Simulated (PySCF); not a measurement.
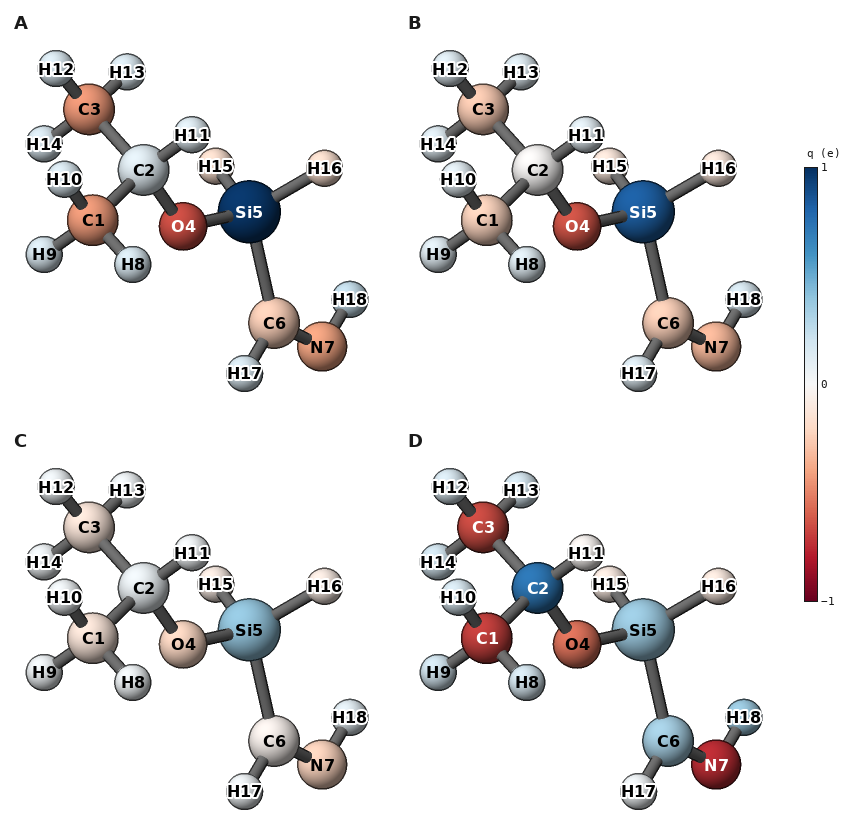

Atomic charges of one calculation by 4 schemes, on one colour scale. The geometry was computed by an optimisation with GFN2-xTB. No frequency run is at hand to confirm it as a minimum. Computed with PBE0/pcSseg-1 (PySCF 2.14.0).

**The schemes are ESP-fitted, Hirshfeld, IAO, Mulliken. Which panel shows which?**

A IAO, B Mulliken, C Hirshfeld, D ESP-fitted.

List the charges (e), one line for each set of equivalent atoms.

```json
{"atom": "C1", "IAO": "−0.42", "Mulliken": "−0.23", "Hirshfeld": "−0.12", "ESP-fitted": "−0.68"}
{"atom": "C2", "IAO": "0.11", "Mulliken": "−0.01", "Hirshfeld": "0.06", "ESP-fitted": "0.72"}
{"atom": "C3", "IAO": "−0.43", "Mulliken": "−0.26", "Hirshfeld": "−0.12", "ESP-fitted": "−0.65"}
{"atom": "O4", "IAO": "−0.64", "Mulliken": "−0.63", "Hirshfeld": "−0.21", "ESP-fitted": "−0.54"}
{"atom": "Si5", "IAO": "0.96", "Mulliken": "0.82", "Hirshfeld": "0.39", "ESP-fitted": "0.36"}
{"atom": "C6", "IAO": "−0.24", "Mulliken": "−0.24", "Hirshfeld": "−0.04", "ESP-fitted": "0.33"}
{"atom": "N7", "IAO": "−0.39", "Mulliken": "−0.33", "Hirshfeld": "−0.22", "ESP-fitted": "−0.74"}
{"atom": "H8", "IAO": "0.15", "Mulliken": "0.12", "Hirshfeld": "0.04", "ESP-fitted": "0.16"}
{"atom": "H9", "IAO": "0.14", "Mulliken": "0.11", "Hirshfeld": "0.04", "ESP-fitted": "0.18"}
{"atom": "H10", "IAO": "0.14", "Mulliken": "0.11", "Hirshfeld": "0.04", "ESP-fitted": "0.16"}
{"atom": "H11", "IAO": "0.12", "Mulliken": "0.10", "Hirshfeld": "0.03", "ESP-fitted": "−0.03"}
{"atom": "H12", "IAO": "0.15", "Mulliken": "0.12", "Hirshfeld": "0.05", "ESP-fitted": "0.15"}
{"atom": "H13", "IAO": "0.14", "Mulliken": "0.12", "Hirshfeld": "0.04", "ESP-fitted": "0.16"}
{"atom": "H14", "IAO": "0.15", "Mulliken": "0.12", "Hirshfeld": "0.04", "ESP-fitted": "0.18"}
{"atom": "H15", "IAO": "−0.16", "Mulliken": "−0.11", "Hirshfeld": "−0.08", "ESP-fitted": "−0.09"}
{"atom": "H16", "IAO": "−0.16", "Mulliken": "−0.11", "Hirshfeld": "−0.09", "ESP-fitted": "−0.10"}
{"atom": "H17", "IAO": "0.15", "Mulliken": "0.13", "Hirshfeld": "0.04", "ESP-fitted": "0.04"}
{"atom": "H18", "IAO": "0.23", "Mulliken": "0.16", "Hirshfeld": "0.10", "ESP-fitted": "0.37"}
```

The geometry is semi-empirical. Around Si such bond lengths and angles can be off by a tenth of an ångström or more and by several degrees, and values that hang on the shape move with them.
